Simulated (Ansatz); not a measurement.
Input

```
crystal:
  periodic: [false, false, false]
  atoms:
    - { symbol: Zr, position_ang: [-0.784947, 0.610818, -1.101048] }
    - { symbol: C, position_ang: [0.411541, -1.092641, 0.19773] }
    - { symbol: F, position_ang: [-1.070164, -0.153339, -2.816285] }
    - { symbol: F, position_ang: [-2.44341, 0.934961, -0.23085] }
    - { symbol: F, position_ang: [0.329843, 2.141278, -1.254218] }
    - { symbol: H, position_ang: [1.080642, 0.430307, 1.887215] }
    - { symbol: F, position_ang: [0.70431, 1.224686, 2.13301] }
    - { symbol: H, position_ang: [1.495904, -0.882171, 0.222041] }
    - { symbol: H, position_ang: [0.004227, -1.127634, 1.223007] }
    - { symbol: H, position_ang: [0.271954, -2.086064, -0.260602] }
basis:
  gaussian: { orbitals: def2-SVP }
hamiltonian:
  xc: b3lyp
  dispersion: d4
relax:
  f_tol: 0.03
  max_steps: 50
output:
  orbitals: {}
```

Run with:

```sh
ansatz run input.yaml --threads 2 --pin off --max-ram 3072MiB --backend cpu --events-out ev --progress --plain --runs-dir out
```

The fields are those of the run's last geometry, not of the input's.

Core potentials replace the inner electrons of Zr.

Theory: Ansatz, RKS B3LYP-D4/def2-SVP.

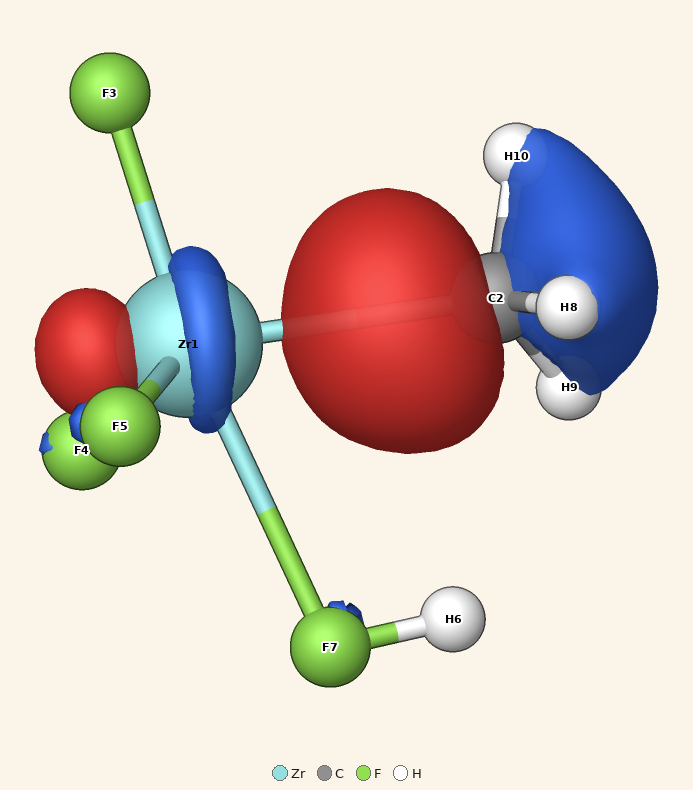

CH4F4Zr. The HOMO at ±0.2 Å⁻³ᐟ² (blue and red are the two phases), seen across its widest extent.

What is the character of this orbital?

Its weight (Hirshfeld) is mainly on C2 (about 55 %) and Zr1 (about 25 %). Its energy is −8.03 eV.
